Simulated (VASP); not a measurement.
Band structure of TiCo (CsCl type). These are TPSS meta-GGA, VASP's PBE PAW potentials (set 64) (plane waves; VASP) values and carry that method's errors.

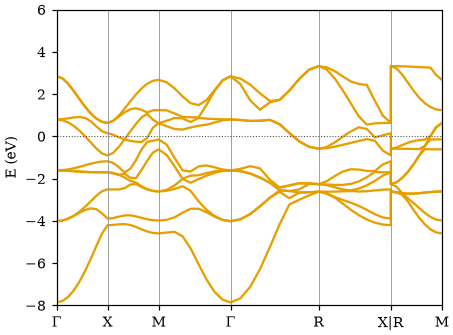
Figure. Bands along high-symmetry lines, zero at the valence-band maximum or, without a gap, the Fermi level

Read the plot: is there a gap, and where are the band edges?

It has no gap at this level: it comes out as a metal or semimetal.

The compound is TiCo in the CsCl type structure. It was relaxed first. The run is not spin-polarised, so no magnetic state was tried. The electron count is odd and the run is not spin-polarised, which forces a metal.
